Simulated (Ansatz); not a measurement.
**A failed many-body run on GaAs (F-43m)**

A first try at the G0W0 gap of GaAs (F-43m), what the program said, and an input that works.

Program: Ansatz 0.2.0. Level of theory: G0W0 on PBE, plane waves, PAW. Results are calculated unless marked as measured.

### 1. The structure

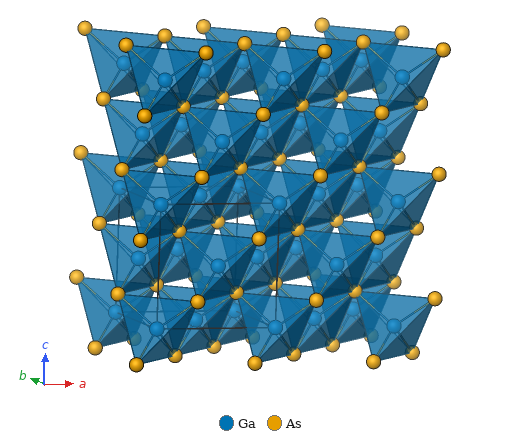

The cell as given, slightly off an axis (gallium blue, arsenic orange). 2×1×2 cells are drawn. This picture shows the conventional cell, with its axes. Some periodic images of atoms are drawn too.

The cell and positions come from the Crystallography Open Database and are kept as given unless a step says otherwise. The default PAW set here is soft_1. Its files were made with PBE.

### 2. First try

input.yaml reads:

```yaml
crystal:
  lattice:
    - [0.0, 2.82685, 2.82685]
    - [2.82685, 0.0, 2.82685]
    - [2.82685, 2.82685, 0.0]
  atoms:
    - { symbol: Ga, position: [0.0, 0.0, 0.0] }
    - { symbol: As, position: [0.25, 0.25, 0.25] }
kpoints:
  mp_grid: { grid: [4, 4, 4] }
hamiltonian:
  xc: pbe
  pseudopotentials: { kind: paw_fr, azcp: { folder: "./paw" } }
scf:
  occupations: { method: fixed }
magnetization:
  noncollinear: true
  spin_orbit: true
gw:
  n_empty_bands: 47
  ecut_chi: 60
  qp_bands: [v2, c2]
  qp_kpoints: band_edges
  screening: { model: contour_deformation }
```

On the command line:

```bash
$ ansatz run input.yaml --threads 3 --pin off --max-ram 92160MiB --backend cpu --events-out ev --progress --plain --runs-dir out
```

Numbers of over 12 decimals in the logs are rounded to 6 here.

The log of the run:

```text
Error: gw: with magnetization.noncollinear: true — the χ₀/Σ pipeline is wired for the unpolarised channel only — spinor oscillator elements and the per-channel sum are not implemented; use an unpolarised deck
```

It took 0.03 s on 3 threads of AMD EPYC 7R13 (Zen 3), shared host; peak memory 0.039 GiB; 0.03 s of CPU time.

**What went wrong?**

The input was rejected at the start.

The program's message: “Error: gw: with magnetization.noncollinear: true — the χ₀/Σ pipeline is wired for the unpolarised channel only — spinor oscillator elements and the per-channel sum are not implemented; use an unpolari …”

The fault: spin-orbit coupling. The physics allows it, but this program's G0W0 has no spinor form; spin-orbit coupling is taken from a separate density-functional step.

### 3. A better input

Now the one-shot GW correction: screening in the RPA, then the self-energy of the levels asked for.

input.yaml, the sections that differ from step 2:

```yaml
kpoints:
  mp_grid: { grid: [6, 6, 6] }
hamiltonian:
  xc: pbe
  pseudopotentials: { kind: paw, azcp: { folder: "./paw" } }
# crystal, scf, gw: as in step 2
# magnetization: removed
```

On the command line:

```bash
$ ansatz run input.yaml --threads 3 --pin off --max-ram 92160MiB --backend cuda --events-out ev --progress --plain --runs-dir out --devices 1 --max-vram 13GiB
```

The log of the run:

```text
GPUs: using 1 of 1 available (devices: 1).
[...]
device memory: the entry about to start is reckoned to put 0.5 GiB on a device that reports 77.3 GiB free (of which the cap on the GPU budget leaves the run 13.0 GiB)
GPU FFT provider: cuFFT
GPU libraries: cuBLAS 13.8.2, cuFFT 12.4.0, cuSOLVER 12.3.4
Crystal: 2 atoms, lattice volume = 45.179 Å³
Basis set: ecut = 420 eV, 893 PW (Γ)
Bands: 18, of which v1, the nominal top of the filled ones, is band 14 counted from 1 (13 counted from 0)
Symmetry: 24 space group operations
[...]
k-points: 16 of 216 (time reversal used)
[...]
GPU buffer pool allocated for 19683 grid points (all kernels)
GPU transforms: local potential and band sums: pruned to the plane-wave sphere, on 25×27×27
[...]
SCF iter   1: F=—  HF=-8639.912317 eV  |F-HF|=—  |Δ(HF+E_count)|=         —  Δρ=4.43e-2  dr2=4.96e-1  ethr=3.10e-3  ⟨swp⟩=4.5  Hψ=1239  notcnv=0  defer=24
[...]
0    14      7.9331   -16.8657     1.4058   -15.3218  0.7513     7.7941     7.7950  root
     0    15      8.4491   -12.0394    -3.3120   -16.0455  0.7613     9.1878     9.1432  root ?
     0    16     11.6676    -7.8370    -4.0482   -12.1900  0.7454    11.9787    11.9724  root
     1    13      7.5527   -16.5279     1.4885   -14.8767  0.7488     7.3888     7.3901  root
     1    14      7.5527   -16.5279     1.4885   -14.8767  0.7488     7.3888     7.3901  root
     1    15      9.5664   -10.4272    -3.4683   -14.3934  0.7573    10.0978    10.0643  root
     1    16     12.2146    -7.9984    -4.2039   -12.5239  0.7397    12.5435    12.5362  root
     2    13      7.0068   -16.3217     1.6975   -14.4264  0.7442     6.8069     6.8091  root
[...]
12    13      5.2564   -15.6704     2.3522   -13.0194  0.7214     4.9512     4.9576  root
    12    14      5.2564   -15.6704     2.3522   -13.0194  0.7214     4.9512     4.9576  root
    12    15      9.3994    -6.8910    -3.5591   -10.4650  0.7672     9.4144     9.4144  root
    12    16      9.5941    -8.1810    -3.5439   -11.9072  0.7617     9.7781     9.7763  root
[key lines of the parts left out:]
SCF converged after 7 iterations
Free energy (F): -8639.826293 eV
Fermi energy:    7.933069 eV
```

Run time: 21 s. Hardware: 1 × NVIDIA H100 80GB HBM3 (shared by 6 runs) with 3 threads; peak memory 1 GiB; 7 s of CPU time.

The column dr2 measures how far the density is from self-consistency, as an energy; F and HF (Harris–Foulkes) agree once it is small.

This step gave:

| Quantity | Value |
| --- | --- |
| bands summed | 61 |
| RPA ε∞ on this mesh (eigenvalues) | 50.00, 50.00, 50.00 |
| plane waves in the screening matrix | 59 |
| q-points in the mesh | 216 |
| G0W0 gap on the mesh | 1.348 eV |
| k of the valence top | 0, 0, 0 |
| k of the conduction bottom | 0, 0, 0 |
| starting gap on the mesh | 0.5160 eV |
| Z at the valence top | 0.7513 |
| Z at the conduction bottom | 0.7613 |
| least direct G0W0 gap on the computed points | 1.348 eV |

The gap on the mesh goes from 0.52 eV to 1.35 eV, a correction of +0.83 eV. The program marks an edge row as in doubt. Between the two edge states, bare exchange in place of the xc potential would open the gap by 5.55 eV, and correlation takes back 4.72 eV.

### 4. What came out

```yaml
first_try: refused after 0.03 s
better_run: G0W0 gap on the mesh 1.35 eV (6×6×6 mesh, 47 empty bands, screening to 60 eV)
```

What this shows: The second run differs in: start and mesh. Bands and cutoff are finite, so the gap is not at the basis limit. The miss can reach some tenths of an eV and take either sign; the mesh is an error of its own. The 6×6×6 mesh is coarse for this cell (its supercell is 24 Å along the shortest edge). The RPA ε∞ on it, from the PBE start, is 50.00; such meshes misread the long-range screening, most where the gap is narrow. The RPA ε∞ on this mesh reaches over 25; with a narrow direct gap a coarse mesh can overstate it, and the correction is then too small. The many-body steps are scalar-relativistic: spin-orbit coupling is not in them. The program marks a band-edge row as in doubt, so the gap is less sure than its digits.

[Paths, hosts, dates, memory and timing lines, banners, echoed tables and standing remarks are left out of the program output.]

[Logs are printed without paths, hosts, clocks, repeated set-up lines and the standing remarks that a program may print on its own settings, such as how far it seeks lower states.]

[Runs of the session that timed out or met a known fault of the program may be left out.]

[Cells called generated may have been cut or substituted from an entry of the Crystallography Open Database or the Materials Project.]

[No measured gap is set beside runs whose start may be inverted or whose files or cutoffs have a known fault.]

[Hosts, paths, dates, database ids (printed as entryN), source tags and the programs' standing remarks are cut or masked in the printed files.]
